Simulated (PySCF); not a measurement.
# doublet BH− at 5 levels

We compute a comparison of 5 runs (UHF/STO-3G, UHF/3-21G, UB3LYP/6-31G*, USCS-MP2/def2-TZVPPD, UCCSDT/def2-TZVPPD) of doublet BH−. The job is set up through a Python script.

The results are computed with PySCF 2.14.0.

## (1) The system as given

The species is BH− (2 atoms), meant as a doublet with charge -1. SMILES of the parent species: `[BH]`. The bond length is the one measured for the parent species. That shape belongs to the parent species and isn't relaxed for this state.

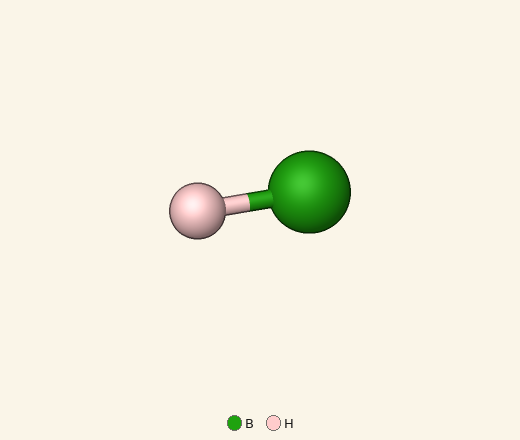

The structure, seen from a chosen angle (boron green, hydrogen pink).

## (2) The energy at UHF/STO-3G (run 1)

The input, run.py:

```python
from pyscf import gto, scf

molecule = gto.M(
    atom='''
B      0.000000     0.000000     0.000000
H      0.000000     0.000000     2.328898
''',
    charge=-1,
    unit='bohr',
    basis='sto-3g',
    max_memory=1860,
    verbose=3,
    spin=1,
)

hf = scf.UHF(molecule)
hf.conv_tol = 1e-10
hf.kernel()
if not hf.converged:
    hf = hf.newton().run(hf.mo_coeff, hf.mo_occ)

energy = hf.e_tot
print('E = %.10f Eh' % energy)
```

On the command line:

```
$ OMP_NUM_THREADS=1 python run.py
```

Standard output:

```text
converged SCF energy = -24.4986767320182  <S^2> = 0.75331441  2S+1 = 2.0033117
E = -24.4986767320 Eh
```

Wall time 0.36 s (1 thread of Intel Xeon 6975P-C (Granite Rapids), shared host); peak memory 0.099 GiB.

## (3) A single-point energy at UHF/3-21G (run 2)

The input, run.py:

```python
from pyscf import gto, scf

mol = gto.M(
    atom='''
B      0.000000     0.000000     0.000000
H      0.000000     0.000000     1.232400
''',
    charge=-1,
    max_memory=1860,
    spin=1,
    verbose=3,
    basis='3-21g',
)

mf = scf.UHF(mol)
mf.conv_tol = 1e-10
mf.kernel()
if not mf.converged:
    mf = mf.newton().run(mf.mo_coeff, mf.mo_occ)

energy = mf.e_tot
print('E(%s) = %.9f' % ('HF', energy))
```

On the command line:

```
$ OMP_NUM_THREADS=1 python run.py
```

Standard output:

```text
converged SCF energy = -24.9269980794989  <S^2> = 0.75481344  2S+1 = 2.0048077
E(HF) = -24.926998079
```

Wall time 0.36 s (1 thread of Intel Xeon 6975P-C (Granite Rapids), shared host); peak memory 0.099 GiB.

## (4) A single-point energy at UB3LYP/6-31G(d) (spherical functions) (run 3)

The input, run.py:

```python
from pyscf import gto, dft

mol = gto.M(
    atom='''
B    0.000000   0.000000   0.000000
H    0.000000   0.000000   1.232400
''',
    basis='6-31g*',
    max_memory=1860,
    charge=-1,
    verbose=3,
    spin=1,
)

mf = dft.UKS(mol)
mf.xc = 'b3lyp'
mf.conv_tol = 1e-10
mf.grids.level = 5
mf.kernel()
if not mf.converged:
    mf = mf.newton().run(mf.mo_coeff, mf.mo_occ)

e_final = mf.e_tot
print('E = %.10f Eh' % e_final)
```

On the command line:

```
$ OMP_NUM_THREADS=1 python run.py
```

Standard output:

```text
WARN: HOMO -0.0911593561604715 >= LUMO -0.0911593561604716

converged SCF energy = -25.249314518803  <S^2> = 0.75255244  2S+1 = 2.0025508
E = -25.2493145188 Eh
```

Run time: 1.1 s. Hardware: 1 thread of Intel Xeon 6975P-C (Granite Rapids), shared host; peak memory 0.17 GiB.

Run 4 isn't shown in full; the table further down has it.

## (5) The energy at UCCSDT/def2-TZVPPD (run 5)

The input, calc.py:

```python
from pyscf import gto, cc

mol = gto.Mole()
mol.atom = '''
B    0.000000   0.000000   0.000000
H    0.000000   0.000000   1.232400
'''
mol.verbose = 3
mol.spin = 1
mol.basis = 'def2-tzvppd'
mol.max_memory = 1860
mol.charge = -1
mol.build()

calc0 = mol.UHF()
calc0.conv_tol = 1e-10
calc0.kernel()
if not calc0.converged:
    calc0 = calc0.newton().run(calc0.mo_coeff, calc0.mo_occ)

mycc = cc.CCSDT(calc0, frozen=1)
mycc.kernel()
etot = mycc.e_tot
print('E = %.10f Eh' % etot)
```

On the command line:

```
$ OMP_NUM_THREADS=1 python calc.py
```

Standard output:

```text
converged SCF energy = -25.1112919095382  <S^2> = 0.76847233  2S+1 = 2.0183878
_make_eris_incore_UCCSDT

WARN: A large `blksize_v_aaa` is being used, which may cause large memory consumption
      for storing contraction intermediates. If memory is sufficient, consider using
      `pyscf.cc.uccsdt_highm.UCCSDT` instead.

WARN: A large `blksize_v_aab` is being used, which may cause large memory consumption
      for storing contraction intermediates. If memory is sufficient, consider using
      `pyscf.cc.uccsdt_highm.UCCSDT` instead.

UCCSDT converged
E(UCCSDT) = -25.22717793056299   E_corr = -0.1158860210247862
E_corr(same-spin) = -0.0145823790254689
E_corr(oppo-spin) = -0.101303641999317
E = -25.2271779306 Eh
```

Wall time 69 s (1 thread of Intel Xeon 6975P-C (Granite Rapids), shared host); peak memory 0.86 GiB.

## (6) Overview of the runs

```csv
run,level,integration grid,frozen core orbitals,energy (Eh),HOMO energy (eV),LUMO energy (eV),⟨S²⟩,wall time
1,UHF/STO-3G,–,–,-24.498677,6.50,19.89,0.753,0.36 s
2,UHF/3-21G,–,–,-24.926998,0.78,9.83,0.755,0.36 s
3,UB3LYP/6-31G* (spherical functions),5,–,-25.249315,4.22,6.40,0.753,1.1 s
4,USCS-MP2/def2-TZVPPD,–,1,-25.206973,-0.43,5.44,0.768,0.6 s
5,UCCSDT/def2-TZVPPD,–,1,-25.227178,-0.43,5.44,0.768,69 s
```

## (7) Results

| quantity | value |
| --- | --- |
| run 5: total energy | -25.22718 Eh |
| run 5: HOMO energy (Hartree–Fock orbitals) (highest over α and β) | -0.43 eV |
| run 5: LUMO energy (Hartree–Fock orbitals) (lowest over α and β) | 5.44 eV |
| run 5: correlation energy (1 core orbital frozen) | -115.9 mEh |
| run 5: ⟨S²⟩ of the reference determinant | 0.768 |
| run 5: T1 diagnostic | 0.017 |

In words: In runs 1, 2, 3 the HOMO lies above zero, from self-interaction, a short basis or an electron that isn't bound. In run 1 the basis is minimal, so the values are rough. All runs together took 71 s, the longest 69 s.
